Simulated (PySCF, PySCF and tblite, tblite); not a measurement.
# CH9BN2Si: a path driven as rotation about a bond, and NMR exchange

Aim: the barrier and rate of rotation about a bond in CH9BN2Si (`BN(C)[SiH2]N`), and what it does to NMR lines.

Programs: PySCF 2.14.0 with density-fitted response routines of our own, and tblite 0.8.0. All values are computed, except where a source is named. Atoms count from 0 throughout.

## 1. The starting structure

14 atoms, charge 0, multiplicity 1; geometry from: force field or distance geometry start.

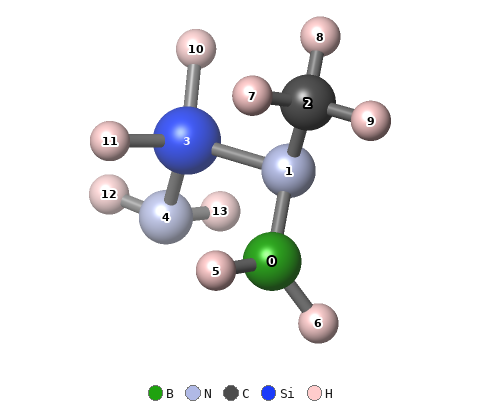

The starting geometry (boron green, nitrogen light blue, carbon dark grey, silicon blue, hydrogen pink), atoms numbered.

## 2. GFN2-xTB relaxation, start minimum

Job settings and geometry (Å):

```
{"job": {"xc": "GFN2-xTB", "basis": "xTB", "kind": "relax"}, "charge": 0, "multiplicity": 1}
B     -0.861200     1.487000    -0.064500
N     -0.533400     0.084100    -0.558200
C     -1.634900    -0.831900    -0.258200
Si     0.940100    -0.460500     0.328500
N      2.337100     0.550200    -0.113700
H     -1.140300     1.691600     1.069100
H     -0.889500     2.388100    -0.837300
H     -1.864200    -0.874000     0.833200
H     -1.399200    -1.853900    -0.624900
H     -2.561100    -0.499900    -0.800900
H      1.228000    -1.868400    -0.015600
H      0.714800    -0.378800     1.790400
H      3.167100     0.157100     0.376900
H      2.495900     0.408800    -1.147000
```

On the command line:

```sh
OMP_NUM_THREADS=1 python ens_run.py task.json out
```

One launch serves the whole session.

Output:

```text
step      E/eV     max force
  0    -423.21831    1.923
  1    -423.37816    1.133
  2    -423.46651    0.519
  3    -423.49579    0.537
  4    -423.53563    0.454
  5    -423.55999    0.549
  6    -423.62796    0.705
  7    -423.68344    0.803
  8    -423.71968    0.537
  9    -423.74361    0.473
 10    -423.77032    0.488
 11    -423.81003    0.777
 12    -423.86175    0.927
 13    -423.92062    0.700
 14    -423.98439    0.556
 15    -424.03532    0.526
 16    -424.09002    0.876
 17    -424.17127    0.922
 18    -424.22396    0.864
 19    -424.13592    2.044
 20    -424.31694    0.900
 21    -424.35066    0.375
 22    -424.40830    0.492
 23    -424.44732    0.645
 24    -424.48405    0.529
 25    -424.51166    0.359
 26    -424.52452    0.364
 27    -424.53698    0.328
 28    -424.55256    0.258
 29    -424.56663    0.133
 30    -424.56820    0.130
 31    -424.57221    0.147
 32    -424.57417    0.131
 33    -424.57655    0.083
 34    -424.57787    0.094
 35    -424.57900    0.084
 36    -424.57995    0.072
 37    -424.58095    0.060
 38    -424.58185    0.064
 39    -424.58257    0.071
 40    -424.58313    0.062
 41    -424.58372    0.054
 42    -424.58446    0.062
 43    -424.58536    0.089
 44    -424.58632    0.116
 45    -424.58734    0.122
 46    -424.58858    0.111
 47    -424.59022    0.097
 48    -424.59186    0.104
 49    -424.59304    0.096
 50    -424.59389    0.074
 51    -424.59466    0.080
 52    -424.59564    0.080
 53    -424.59697    0.089
 54    -424.59833    0.108
 55    -424.59974    0.152
 56    -424.60199    0.115
 57    -424.60578    0.185
 58    -424.60708    0.090
 59    -424.60772    0.150
 60    -424.60836    0.078
 61    -424.60887    0.067
 62    -424.60965    0.062
 63    -424.61030    0.077
 64    -424.61077    0.057
 65    -424.61122    0.052
 66    -424.61182    0.091
 67    -424.61253    0.092
 68    -424.61310    0.132
 69    -424.61337    0.095
 70    -424.61385    0.046
 71    -424.61415    0.034
 72    -424.61439    0.039
 73    -424.61477    0.052
 74    -424.61528    0.047
 75    -424.61570    0.048
 76    -424.61610    0.050
 77    -424.61650    0.048
 78    -424.61687    0.081
 79    -424.61738    0.078
 80    -424.61795    0.072
 81    -424.61848    0.064
 82    -424.61884    0.065
 83    -424.61924    0.068
 84    -424.61988    0.087
 85    -424.62057    0.064
 86    -424.62108    0.067
 87    -424.62167    0.075
 88    -424.62251    0.103
 89    -424.62366    0.122
 90    -424.62488    0.096
 91    -424.62553    0.073
 92    -424.62597    0.078
 93    -424.62638    0.045
 94    -424.62682    0.044
 95    -424.62717    0.052
 96    -424.62770    0.060
 97    -424.62821    0.061
 98    -424.62883    0.069
 99    -424.62965    0.072
100    -424.63073    0.070
101    -424.63165    0.058
102    -424.63225    0.065
103    -424.63273    0.063
104    -424.63323    0.059
105    -424.63374    0.063
106    -424.63421    0.049
107    -424.63458    0.046
108    -424.63481    0.049
109    -424.63489    0.064
110    -424.63507    0.034
111    -424.63518    0.017
112    -424.63531    0.037
113    -424.63541    0.028
114    -424.63554    0.027
115    -424.63564    0.030
116    -424.63574    0.033
117    -424.63586    0.039
118    -424.63599    0.037
119    -424.63611    0.030
120    -424.63621    0.023
121    -424.63630    0.024
122    -424.63639    0.024
123    -424.63645    0.018
124    -424.63650    0.014
125    -424.63654    0.016
126    -424.63659    0.018
127    -424.63666    0.020
128    -424.63673    0.020
129    -424.63680    0.017
130    -424.63691    0.022
131    -424.63705    0.029
132    -424.63721    0.032
133    -424.63737    0.032
134    -424.63756    0.035
135    -424.63785    0.045
136    -424.63810    0.056
137    -424.63834    0.045
138    -424.63856    0.026
139    -424.63868    0.034
140    -424.63879    0.048
141    -424.63895    0.036
142    -424.63932    0.052
143    -424.63962    0.056
144    -424.63998    0.053
145    -424.64041    0.079
146    -424.64081    0.063
147    -424.64111    0.081
148    -424.64146    0.057
149    -424.64183    0.066
150    -424.64210    0.048
151    -424.64241    0.034
152    -424.64259    0.036
153    -424.64282    0.038
154    -424.64294    0.029
155    -424.64301    0.033
156    -424.64309    0.021
157    -424.64316    0.018
158    -424.64324    0.025
159    -424.64329    0.019
160    -424.64334    0.014
161    -424.64338    0.015
162    -424.64339    0.012
163    -424.64341    0.010
164    -424.64342    0.007
165    -424.64343    0.005
166    -424.64344    0.005
167    -424.64344    0.006
168    -424.64344    0.004
169    -424.64344    0.003
170    -424.64345    0.004
171    -424.64345    0.004
172    -424.64345    0.004
173    -424.64345    0.003
174    -424.64345    0.002
```

Wall time 0.63 s (1 thread of Arm Neoverse V2, shared host).

The energy fell by 1.425 eV, and the atoms moved 0.90 Å (root mean square).

## 3. Relaxed scan, rotation

Job settings and geometry (Å):

```
{"job": {"xc": "GFN2-xTB", "basis": "xTB", "coordinate": [["t", [5, 0, 1, 2], 0.25], ["t", [5, 0, 1, 3], 0.25], ["t", [6, 0, 1, 2], 0.25], ["t", [6, 0, 1, 3], 0.25]], "kind": "drive"}, "charge": 0, "multiplicity": 1}
B     -0.776402     1.365058    -0.603988
N     -0.551028     0.094371    -0.090331
C     -1.667351    -0.766983     0.252072
Si     1.005485    -0.676099     0.162997
N      2.205091     0.541768     0.288938
H     -1.876489     1.752395    -0.742533
H      0.130395     2.042523    -0.907718
H     -1.639192    -1.028278     1.312048
H     -1.627187    -1.694804    -0.323234
H     -2.610354    -0.267603     0.040614
H      1.165292    -1.652897    -0.932251
H      0.977218    -1.357304     1.461338
H      3.171979     0.266576     0.315801
H      2.091863     1.380803    -0.255920
```

Output:

```text
point  coordinate     E/eV
  0     14.600     -424.60523
  1     28.900     -424.49439
  2     43.400     -424.31910
  3     58.300     -424.11540
  4     73.400     -423.88936
  5     89.500     -423.71266
  6    107.000     -423.89560
  7    122.100     -424.10885
  8    136.900     -424.31138
  9    151.500     -424.47160
 10    165.900     -424.57275
 11    180.300     -424.60798
```

Wall time 1.6 s (1 thread of Arm Neoverse V2, shared host).

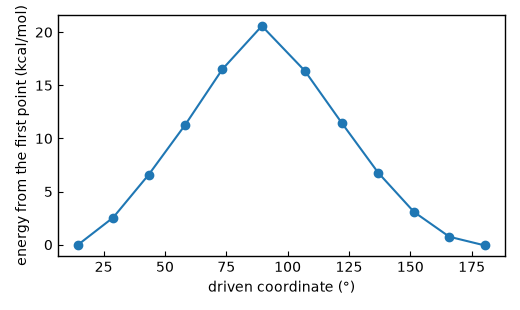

Energy along the scan.

## 4. Nudged elastic band, leg 1

Changed since step 3:

```diff
@@ -1,2 +1,2 @@
-{"job": {"xc": "GFN2-xTB", "basis": "xTB", "coordinate": [["t", [5, 0, 1, 2], 0.25], ["t", [5, 0, 1, 3], 0.25], ["t", [6, 0, 1, 2], 0.25], ["t", [6, 0, 1, 3], 0.25]], "kind": "drive"}, "charge": 0, "multiplicity": 1}
+{"job": {"xc": "GFN2-xTB", "basis": "xTB", "kind": "neb"}, "charge": 0, "multiplicity": 1}
 B     -0.776402     1.365058    -0.603988
```

Output:

```text
image   E - E0 / eV
  0       0.0000
  1       0.1535
  2       0.9280
  3       0.3520
  4       0.0339
  5       0.0432
  6       0.0001
```

Run time: 2.2 s. Hardware: 1 thread of Arm Neoverse V2, shared host.

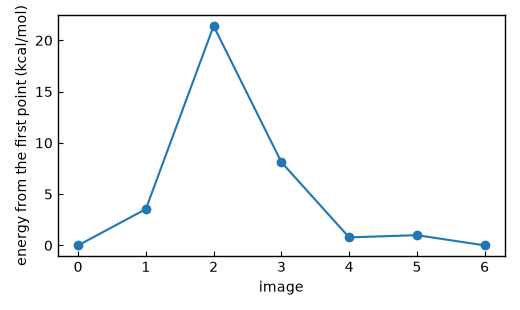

Energy along the band.

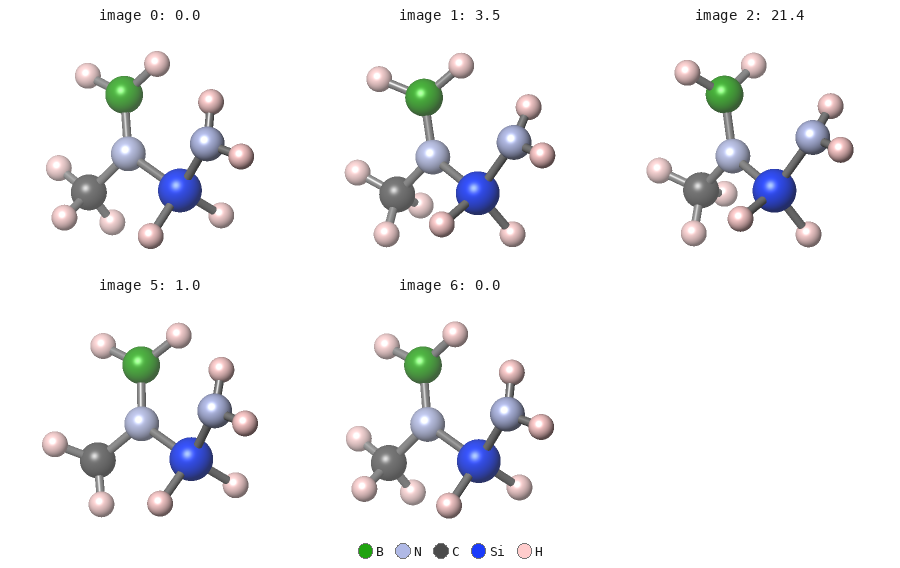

Images along the band, with energies in kcal/mol.

## 5. Saddle search, leg 1

Job settings and geometry (Å):

```
{"job": {"xc": "GFN2-xTB", "basis": "xTB", "kind": "saddle"}, "charge": 0, "multiplicity": 1}
B     -0.738681     1.392320    -0.442475
N     -0.517475     0.018321    -0.061553
C     -1.671104    -0.858808    -0.077249
Si     0.983690    -0.607256     0.484801
N      2.147348     0.618830     0.151524
H     -1.045453     2.190077     0.366551
H     -0.652759     1.722377    -1.571090
H     -1.536899    -1.674107     0.631814
H     -1.825641    -1.288864    -1.074328
H     -2.575608    -0.310722     0.195280
H      1.183914    -1.904492    -0.193405
H      1.036570    -0.802779     1.943008
H      3.105583     0.421566     0.388067
H      2.106515     1.083537    -0.740945
```

Output:

```text
step      E/eV     max force
  0    -423.71543   0.0329
  1    -423.72064   0.1330
  2    -423.71783   0.0482
  3    -423.72020   0.0191
  4    -423.72298   0.0527
  5    -423.72142   0.0210
  6    -423.72254   0.0166
  7    -423.72404   0.0297
  8    -423.72552   0.0406
  9    -423.72705   0.0440
 10    -423.72866   0.0461
 11    -423.73038   0.0336
 12    -423.73267   0.0618
 13    -423.73509   0.0799
 14    -423.73768   0.0819
 15    -423.74031   0.0784
 16    -423.74388   0.0763
 17    -423.74722   0.1777
 18    -423.74596   0.0430
 19    -423.74835   0.0643
 20    -423.75047   0.0763
 21    -423.75251   0.0497
 22    -423.75472   0.0532
 23    -423.75591   0.0404
 24    -423.75402   0.2233
 25    -423.75629   0.0242
 26    -423.75657   0.0285
 27    -423.75658   0.0036
lowest wavenumbers (cm-1): -596.5 63.5 141.1 158.8 204.5 213.5
```

Run time: 3.3 s. Hardware: 1 thread of Arm Neoverse V2, shared host; peak memory 0.2 GiB.

Point group C1; 1 imaginary mode, 596i cm⁻¹, carried by H5, H6. Steps downhill from it reached both ends.

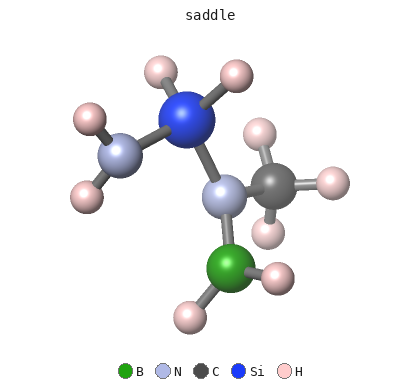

The saddle point.

## 6. Saddle search, other pyramid

Job settings and geometry (Å):

```
{"job": {"xc": "GFN2-xTB", "basis": "xTB", "kind": "saddle"}, "charge": 0, "multiplicity": 1}
B     -0.739361     1.368190    -0.480252
N     -0.483010    -0.024871    -0.193057
C      0.905271    -0.373248     0.021885
Si    -1.600089    -1.255679    -0.631670
N     -3.148583    -0.510231    -0.506388
H     -1.077217     2.107663     0.370382
H     -0.646758     1.756048    -1.587348
H      0.980069    -1.405768     0.358479
H      1.341095     0.277365     0.784766
H      1.500311    -0.265605    -0.893501
H     -1.290522    -2.358938     0.296019
H     -1.555326    -1.746523    -2.018941
H     -3.959532    -1.074100    -0.698061
H     -3.325195     0.086630     0.285301
```

Output:

```text
step      E/eV     max force
  0    -423.75151   0.2567
  1    -423.75657   0.0166
  2    -423.75658   0.0014
lowest wavenumbers (cm-1): -596.3 63.7 141.4 159.8 204.8 214.6
```

Run time: 1.7 s. Hardware: 1 thread of Arm Neoverse V2, shared host; peak memory 0.2 GiB.

Point group C1; 1 imaginary mode, 596i cm⁻¹, carried by H6, H5. Steps downhill from it reached both ends.

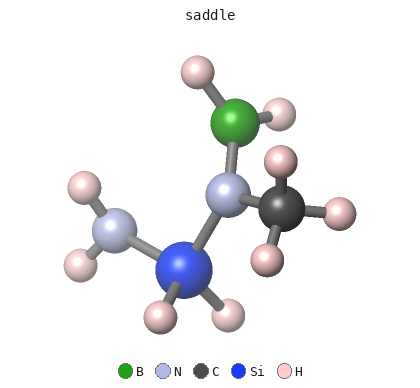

The saddle point.

(Part 1 of 2 ends here.)
